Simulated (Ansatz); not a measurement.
```yaml
atoms:
  - { symbol: Al, position_ang: [0.7001, -1.4243, 1.1477] }
  - { symbol: Br, position_ang: [1.4294, -1.2683, 3.2887] }
  - { symbol: Br, position_ang: [0.7019, -3.3664, 0.0268] }
  - { symbol: O, position_ang: [-0.9798, -0.6566, 1.1241] }
  - { symbol: Al, position_ang: [-1.9378, 0.1944, -0.2065] }
  - { symbol: Br, position_ang: [-2.6840, -1.2868, -1.7157] }
  - { symbol: Br, position_ang: [-3.3274, 1.6410, 0.8496] }
  - { symbol: O, position_ang: [-0.5755, 1.2189, -0.9176] }
  - { symbol: Al, position_ang: [1.1856, 0.8321, -1.3184] }
  - { symbol: Br, position_ang: [1.3129, -0.4737, -3.1368] }
  - { symbol: Br, position_ang: [2.3103, 2.7940, -1.1606] }
  - { symbol: O, position_ang: [1.6117, -0.1248, 0.2032] }
  - { symbol: H, position_ang: [-1.3447, -0.5073, 2.0133] }
  - { symbol: H, position_ang: [-0.7616, 2.1733, -0.8947] }
  - { symbol: H, position_ang: [2.3590, 0.2544, 0.6970] }
```

Geometry: r2SCAN-D4/def2-SVP.

Computed with RKS PBE0-D4/def2-SVP (Ansatz).

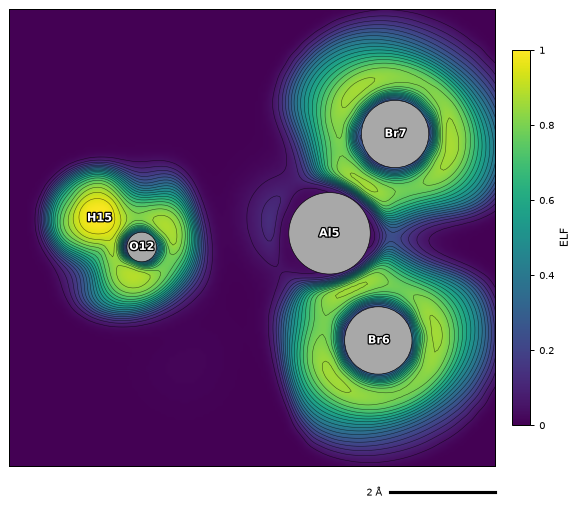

Al$_{3}$Br$_{6}$H$_{3}$O$_{3}$ ((Br2Al-mu-OH)3). Electron localisation function on the plane of atoms Br6, Al5 and Br7. Grey discs cover the atomic cores.

What do the fields say about this system?

Answer.
- The plane passes through Al, Br, O and H nuclei.
- Al–Br (2.24 Å): the ELF peaks at about 0.85 in the valence shell of Br, 1.1 Å from its nucleus, and is about 0.85 at the midpoint.
- O–H (0.97 Å): the ELF climbs to about 1 towards the hydrogen, as it does in any bond to H (a covalent bond by its length).
- The ELF also peaks beside Br6, O12 and Br7, away from the bonds: lone-pair regions.
